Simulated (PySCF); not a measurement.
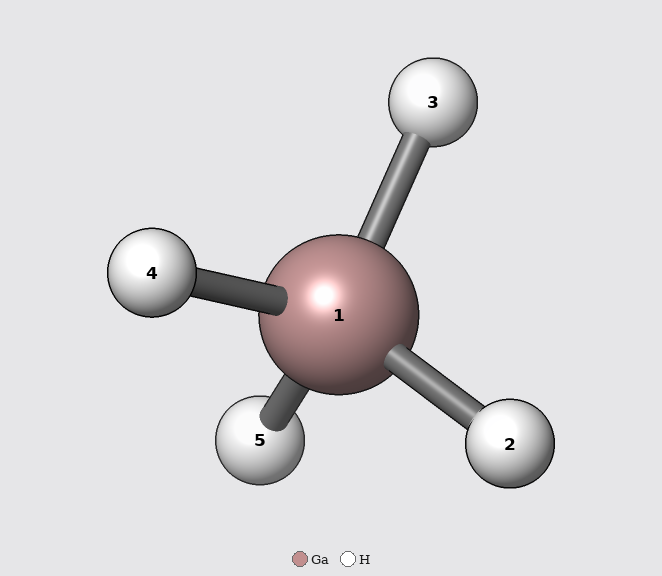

Atoms carry their numbers in the input. Charge −1, singlet. Computed geometry: PBE0-D3(BJ)/def2-SVP optimisation. No frequency run is at hand to confirm it as a minimum.

Give the bond lengths.

```json
{"bond": "Ga1–H2", "length (Å)": "1.626"}
{"bond": "Ga1–H3", "length (Å)": "1.626"}
{"bond": "Ga1–H4", "length (Å)": "1.626"}
{"bond": "Ga1–H5", "length (Å)": "1.626"}
```
